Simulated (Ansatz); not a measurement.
Consider GaSb in the zinc blende structure (space group F-43m, No. 216; a = 6.111 Å). Axes: x, y, z lie along the cube axes.

Structures relaxed with PBEsol, PAW, 420 eV (Ansatz, an electronic-structure program; no spin-orbit coupling).

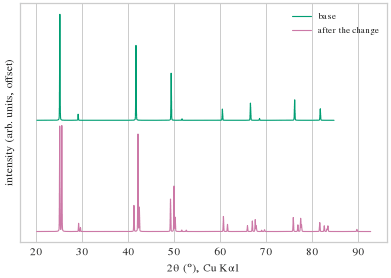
Figure: Simulated powder patterns before (top) and after one change

Question: Name the change that was made.
A) isotropic strain +1.16 %
B) uniaxial strain ε_zz = −3.04 %
C) biaxial strain −1.63 %, plane normal [110], relaxed out of plane

Answer: C, biaxial strain −1.63 %, plane normal [110], relaxed out of plane. Its volume per atom is 27.89 Å³ against 28.53 Å³, and its space group is Imm2 (No. 44).

Stability against distortions was not tested. All final runs are without spin polarisation.
